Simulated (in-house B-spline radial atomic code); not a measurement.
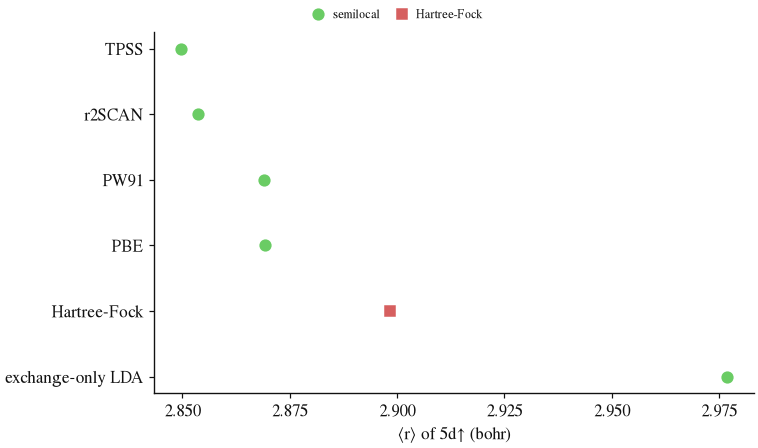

The lanthanum ion La⁺ in the configuration [Xe] 5d2 (high spin). All runs are scalar-relativistic, spin-polarised and spherical, computed with an in-house B-spline radial code (spin-free X2C). Hartree-Fock is the average over the configuration. The plot shows the mean radius (bohr) of the 5d up orbital by 6 methods.

Question: Rank the methods.

Answer: The most compact is TPSS (2.850) and the most diffuse exchange-only LDA (2.977), a spread of 4.4 %. In order (bohr): TPSS (2.850), r2SCAN (2.854), PW91 (2.869), PBE (2.869), Hartree-Fock (2.898), exchange-only LDA (2.977).
